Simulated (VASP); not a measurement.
Band structure of InSb (zinc blende). Calculation: PBE GGA with D4 dispersion, VASP's PBE PAW potentials (set 64) (plane waves; VASP).

Unless said otherwise, spin-orbit coupling is left out, though it shifts the bands of the heavy elements here.

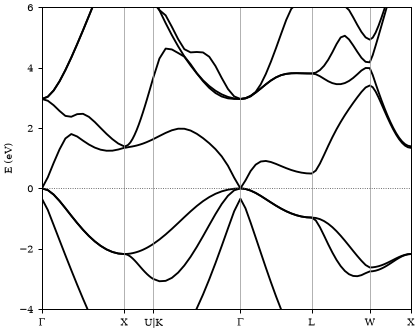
Fig. 1. Bands along high-symmetry lines, zero at the valence-band maximum or, without a gap, the Fermi level

Q: Read the plot: is there a gap, and where are the band edges?

A: It has no gap at this level: it comes out as a metal or semimetal. (Edges off the drawn lines would not show.)

The compound is InSb in the zinc blende structure. It was relaxed first.
